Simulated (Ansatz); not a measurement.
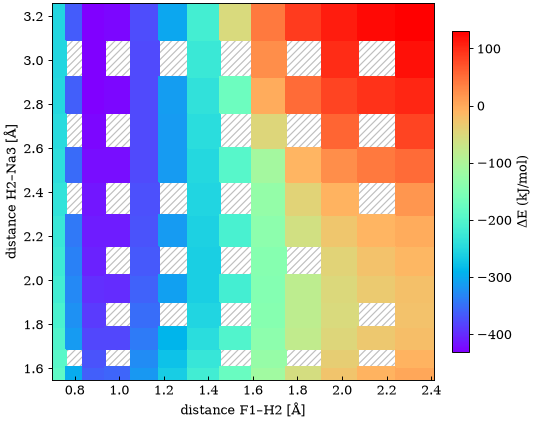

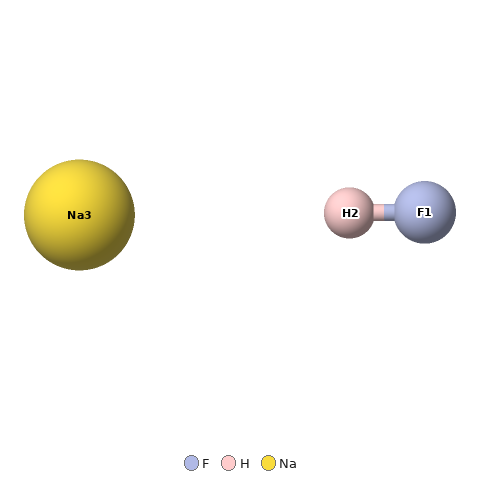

Energy landscape of the system F + HNa, spin multiplicity 2. The first coordinate is: distance F1–H2; the second: distance H2–Na3. Nothing is relaxed (the angle F1–H2–Na3 is fixed at 180 degrees). The grid has 13 × 13 points. At 29 points there is no value. Points are written as (first, second). All energies are given in kJ/mol relative to F far from the relaxed HNa (each part in its own basis). Energies and slopes of some neighbouring points disagree (a jump in structure or state, or too coarse a mesh). In part of the range the unrestricted reference is strongly spin-contaminated. All numbers below come from UHF-MP2, frozen core/aug-cc-pVTZ in Ansatz 0.2.0.

Drawn: one coloured cell a grid point, hatched blanks where no value was computed. The second picture is the structure at the lowest point.

Describe this landscape.

The lowest grid point is at (0.884 Å, 3.176 Å), −431 kJ/mol from F far from the relaxed HNa (each part in its own basis). It lies in a valley that leaves the map towards separated partners. The highest grid point, (2.328 Å, 3.176 Å), lies 562 kJ/mol above the lowest.

Grid values (kJ/mol):

```
distance H2–Na3 ↓, distance F1–H2 →  0.728  0.791  0.884  0.992  1.112  1.241  1.378  1.522  1.672  1.829  1.990  2.157  2.328
                              3.176   −253   −365   −431   −427   −376   −304   −216    −53     42     87    111    124    131
                              3.005   −252      –   −431      –   −378      –   −227      –     24      –     98      –    119
                              2.838   −250   −363   −430   −427   −379   −311   −237   −170     −3     53     80     95    103
                              2.677   −246      –   −427      –   −379   −314   −244      –    −49      –     57      –     81
                              2.520   −241   −354   −422   −421   −377   −315   −250   −195   −110    −12     25     43     52
                              2.370   −234      –   −416      –   −374      –   −255      –   −127    −43     −8      –     18
                              2.226   −229   −342   −410   −411   −371   −314   −259   −210   −136    −62    −29    −11     −2
                              2.089   −224   −337   −405      –   −367      –   −262      –   −143      –    −43    −25    −14
                              1.960   −217   −330   −398   −399   −361   −310   −261   −216   −145    −83    −51    −33    −22
                              1.840   −209   −322   −389      –   −352      –   −254      –   −143    −84    −53      –    −24
                              1.732   −201   −313   −380   −379   −340   −290   −244   −201   −135    −79    −48    −30    −19
                              1.639   −193      –   −370      –   −327   −276   −231      –   −124      –    −38      –     −8
                              1.576   −186   −298   −362   −359   −316   −264   −218   −177   −114    −58    −27     −9      3
```

The input of one point:

```yaml
crystal:
  periodic: [false, false, false]
  atoms:
    - { symbol: F, position_ang: [-0.884, 0.0, 0.0] }
    - { symbol: H, position_ang: [0.0, 0.0, 0.0] }
    - { symbol: Na, position_ang: [3.176, 0.0, 0.0] }
magnetization:
  spin_polarized: true
  initial_magnetization: 1
basis:
  gaussian: { orbitals: aug-cc-pVTZ }
hamiltonian:
  xc: hf
output:
  forces: true
correlation:
  method: mp2
scf:
  omitted_lower_state_checks: [cluster_reference]
```

Each point was launched as `ansatz run input.yaml --threads 1 --pin off --max-ram 2560MiB --backend cpu --events-out ev --progress --plain --runs-dir out`. Time for the 140 points that were run: 14 min on 1 thread of Arm Neoverse V2, on a shared host.
